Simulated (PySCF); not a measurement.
**Frequency calculation, with input and output: MoOI2**

MoOI2, multiplicity 3, computed with UKS-based PBE0, Mo def2-SVP with ECP28, O def2-SVP, I def2-SVP with ECP28; non-relativistic Hamiltonian with a scalar-relativistic core potential; density fitting (PySCF 2.14.0).

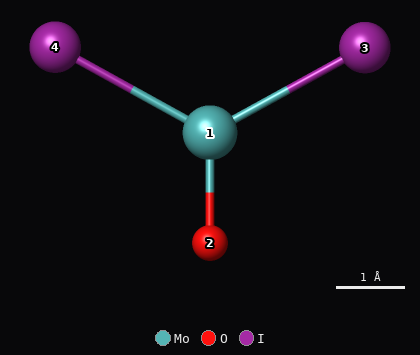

**Figure 1.** The input geometry (ball-and-stick view, seen on its broad side; atoms are numbered from 1 in the order of the input). Sticks mark near contacts.

## Input
```python
from pyscf import gto, scf, dft
mol = gto.M(atom='''
Mo    -0.394212    -0.682804    -0.160093
O     -1.198157    -2.075298    -0.486582
I      2.217258    -0.754463     0.092433
I     -1.762032     1.542948     0.092438''',
    basis={'Mo': 'def2-SVP', 'O': 'def2-SVP', 'I': 'def2-SVP'},
    ecp={'Mo': 'def2-SVP', 'I': 'def2-SVP'},
    charge=0, spin=2)
mf = dft.UKS(mol, xc='PBE0')
mf.grids.atom_grid = (75, 302)
aux = {'Mo': 'def2-universal-JKFIT', 'O': 'def2-universal-JKFIT', 'I': 'def2-universal-JKFIT'}
mf = mf.density_fit(auxbasis=aux)
mf.conv_tol = 1e-09
mf.diis_space = 10
mf.max_cycle = 60
mf.verbose = 4
mf.kernel()
```

The script is an equivalent of the set-up of the self-consistent field. The run itself was carried out by a driver, which started from the orbitals of the step before it where there was one and computed the further properties.

Command:
```bash
OMP_NUM_THREADS=2 python axn.py task.json out
```

## Output
```
init E= -738.81744557715
  alpha nocc = 37  HOMO = -0.260297071918782  LUMO = -0.0985969927193793
  beta  nocc = 35  HOMO = -0.29478379037501  LUMO = -0.127550649989427
  HOMO = -0.260297071919  LUMO = -0.127550649989  gap/eV = 3.61221
cycle= 1 E= -738.817445576595  delta_E= 5.55e-10  |g|= 3.24e-05  |ddm|= 5.48e-05
  alpha nocc = 37  HOMO = -0.260304140715679  LUMO = -0.0986146939099868
  beta  nocc = 35  HOMO = -0.294782267467585  LUMO = -0.127568929896996
  HOMO = -0.260304140716  LUMO = -0.127568929897  gap/eV = 3.61191
cycle= 2 E= -738.817445572284  delta_E= 4.31e-09  |g|= 9.43e-05  |ddm|= 0.000135
  alpha nocc = 37  HOMO = -0.26029897097807  LUMO = -0.0986035705404298
  beta  nocc = 35  HOMO = -0.294782804143415  LUMO = -0.127556668427028
  HOMO = -0.260298970978  LUMO = -0.127556668427  gap/eV = 3.61210
cycle= 3 E= -738.81744557712  delta_E= -4.84e-09  |g|= 1.75e-05  |ddm|= 9.11e-05
  alpha nocc = 37  HOMO = -0.260298925333785  LUMO = -0.098602189189176
  beta  nocc = 35  HOMO = -0.294783234636909  LUMO = -0.127555794385833
  HOMO = -0.260298925334  LUMO = -0.127555794386  gap/eV = 3.61212
cycle= 4 E= -738.817445577263  delta_E= -1.43e-10  |g|= 3.16e-07  |ddm|= 1.44e-05
  alpha nocc = 37  HOMO = -0.260298923007131  LUMO = -0.0986021931487961
  beta  nocc = 35  HOMO = -0.294783227390455  LUMO = -0.127555799514896
  HOMO = -0.260298923007  LUMO = -0.127555799515  gap/eV = 3.61212
cycle= 5 E= -738.81744557726  delta_E= 3.64e-12  |g|= 1.89e-07  |ddm|= 5.42e-07
  alpha nocc = 37  HOMO = -0.260298927386124  LUMO = -0.0986022129279256
  beta  nocc = 35  HOMO = -0.29478323382779  LUMO = -0.127555817625122
  HOMO = -0.260298927386  LUMO = -0.127555817625  gap/eV = 3.61212
Extra cycle  E= -738.817445577262  delta_E= -2.05e-12  |g|= 1.85e-07  |ddm|= 4.91e-07
converged SCF energy = -738.817445577262  <S^2> = 2.02651  2S+1 = 3.0176216
```

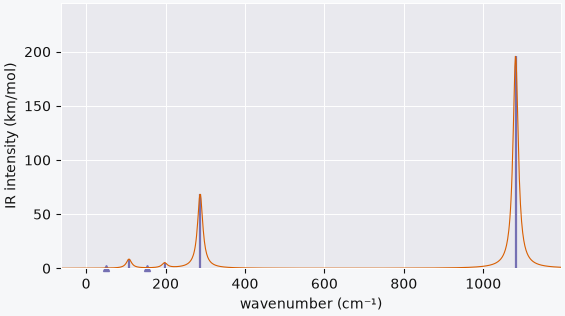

**Figure 2.** Harmonic infrared spectrum, unscaled: sticks (degenerate modes added up, dark ones marked on the axis) with a Lorentzian envelope of 16 cm⁻¹ full width, scaled to the tallest stick. 6 modes from 51 to 1081 cm⁻¹, none imaginary. The strongest line is at 1081 cm⁻¹ (196 km/mol). All modes, in cm⁻¹ (km/mol): 51 (0.1), 108 (8.3), 153 (0.0), 198 (4.7), 287 (69), 1081 (196).

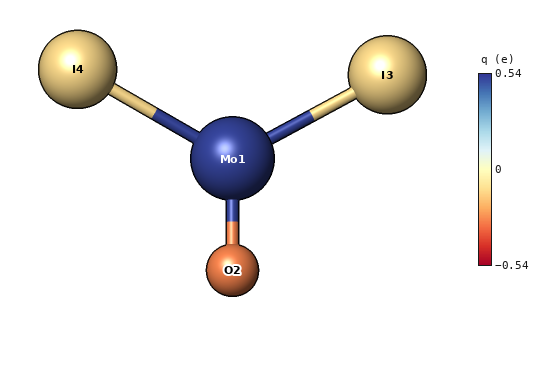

**Figure 3.** Mulliken charges, as the colour of each atom (ball-and-stick view, seen at a tilt; atoms are numbered from 1 in the order of the input). By element: Mo +0.51, O −0.28 and I −0.12 e.

## Results in brief

```csv
quantity,value
outcome,converged
total energy,−738.817446 hartree
⟨S²⟩,2.027
zero-point energy,0.004279 hartree
dipole moment,0.34 D
"wavenumbers, lowest and highest",51 and 1081 cm⁻¹
hardware,"2 threads of Arm Neoverse V1, 24 GiB of memory available, shared host"
wall time,1.9 min (CPU time 3.3 min)
peak memory,1.2 GiB
```
